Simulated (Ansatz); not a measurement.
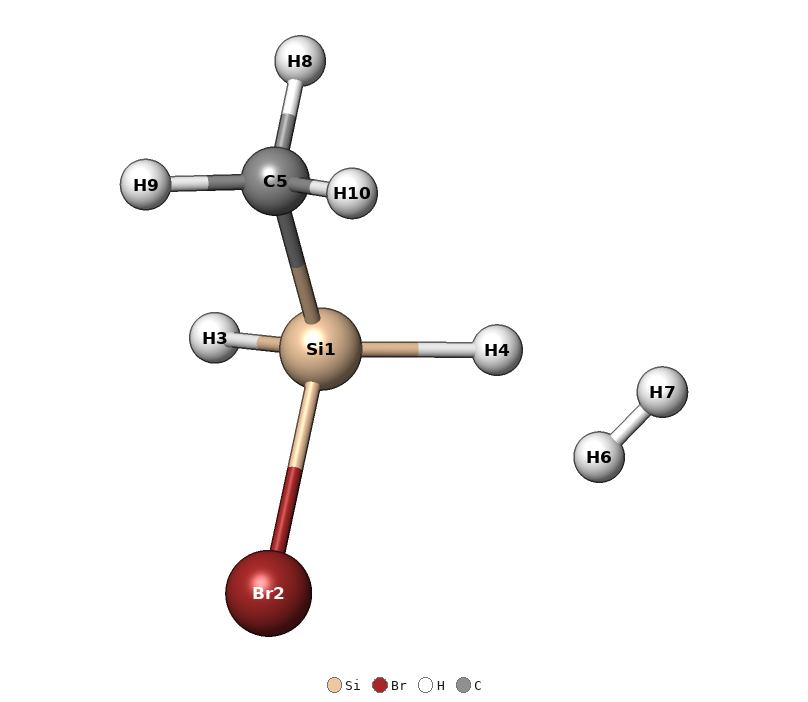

Harmonic vibrations computed with RKS PBE0-D4/def2-TZVP (Ansatz 0.2.0) at a stationary point of the same level.

### How many imaginary frequencies does it have?

A minimum: no imaginary frequency, and the lowest mode lies at 51 cm⁻¹.

### How many vibrational modes are there, and where do they lie?

24 modes: 51, 66, 121, 156, 166, 176, 210, 412, 485, 654, 692, 749, 884, 897, 954, 1277, 1442, 1448, 2240, 2247, 3053, 3138, 3153, 4400 cm⁻¹.
